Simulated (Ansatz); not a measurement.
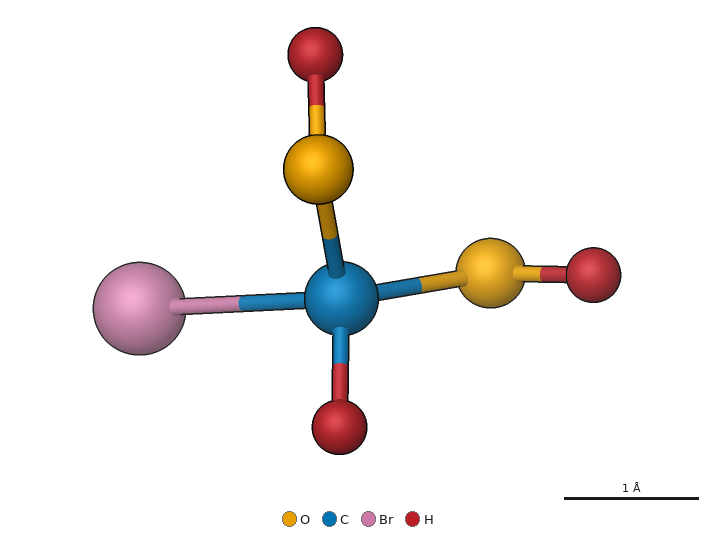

Ball-and-stick drawing of a structure.

The geometry was computed by an optimisation with PBE0-D4/def2-TZVP.

**Which formula does it have?**

CH₃BrO₂, 7 atoms: 1 carbon, 3 hydrogen, 1 bromine and 2 oxygen.

**What is its SMILES?**

OC(O)Br

**Count the bonded pairs by element.**

2 C–O, 2 O–H, 1 C–Br, 1 C–H.

**Describe its rings.**

It has no ring.

More results for the same structure follow; atom numbers are the same in all pictures, views and colours differ.

Shape

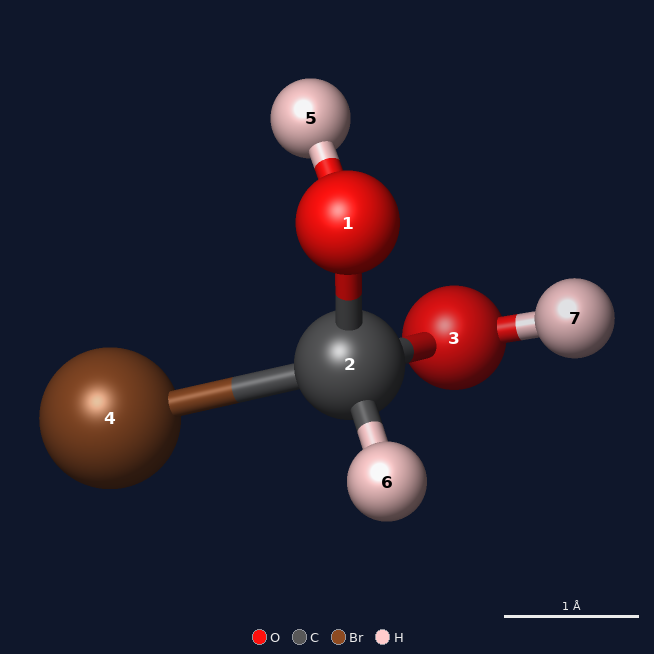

Numbered structure.

Give these bond angles: C2–O1–H5, O1–C2–O3, O1–C2–Br4, O1–C2–H6, O3–C2–Br4, O3–C2–H6, Br4–C2–H6, C2–O3–H7.

```json
{"angle": "C2–O1–H5", "degrees": "108.3"}
{"angle": "O1–C2–O3", "degrees": "113.6"}
{"angle": "O1–C2–Br4", "degrees": "112.0"}
{"angle": "O1–C2–H6", "degrees": "107.2"}
{"angle": "O3–C2–Br4", "degrees": "105.0"}
{"angle": "O3–C2–H6", "degrees": "113.7"}
{"angle": "Br4–C2–H6", "degrees": "105.0"}
{"angle": "C2–O3–H7", "degrees": "107.3"}
```

Thermal motion

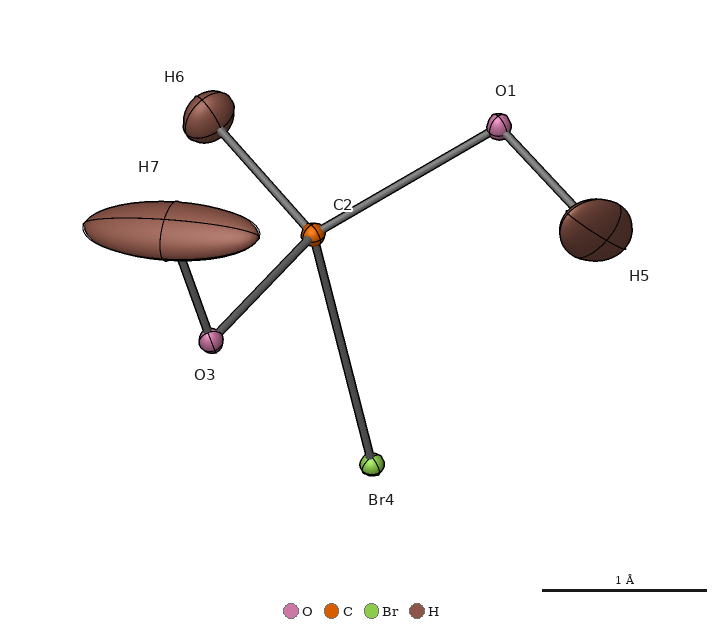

Displacement ellipsoids at the 50 % level, from the internal vibrations of the free molecule (harmonic, no overall translation or rotation; no half-axis is drawn under 0.075 Å). Vibrations computed with RKS PBE0-D4/def2-TZVP (Ansatz 0.2.0). Temperature: 400 K.

**Which atom has the largest mean-square displacement?**

H7, with U_eq = 0.0564 Å².

**Does H7 move more along its bond or across it?**

Across it: the root-mean-square amplitude is 0.089 Å along the bond and up to 0.381 Å across, since bending and torsion are softer than stretching.

List U_eq and the three principal root-mean-square amplitudes for each kind of atom.

```
atom  U_eq (Å²)   rms amplitudes (Å)
  O1     0.0019  0.014, 0.036, 0.064
  C2     0.0019  0.041, 0.043, 0.047
  O3     0.0020  0.024, 0.039, 0.063
 Br4    0.00019  0.004, 0.010, 0.021
  H5     0.0322  0.066, 0.136, 0.272
  H6     0.0116  0.081, 0.114, 0.124
  H7     0.0564  0.086, 0.130, 0.381
```

Charges

The questions are on Mulliken charges. Method: RKS PBE0-D4/def2-TZVP (Ansatz 0.2.0).

**Which atom carries the highest charge (most positive or least negative)?**

H5, H7 (0.32 e).

**And the lowest?**

O1, O3 (−0.39 e).

Give the Mulliken charges atom by atom.

```csv
atom,value (e)
O1,−0.39
C2,0.16
O3,−0.39
Br4,−0.15
H5,0.32
H6,0.13
H7,0.32
```

Electronic properties

Level of theory: RKS revPBE-D4/def2-TZVPP (Ansatz 0.2.0).

What does the calculation give?

- HOMO energy (Kohn–Sham orbital): −6.59 eV
- LUMO energy (Kohn–Sham orbital): −1.01 eV
- HOMO–LUMO gap: 5.58 eV
- dispersion correction: −40.4 kJ/mol

Mulliken values depend strongly on the basis set and can even reverse the polarity of a bond.
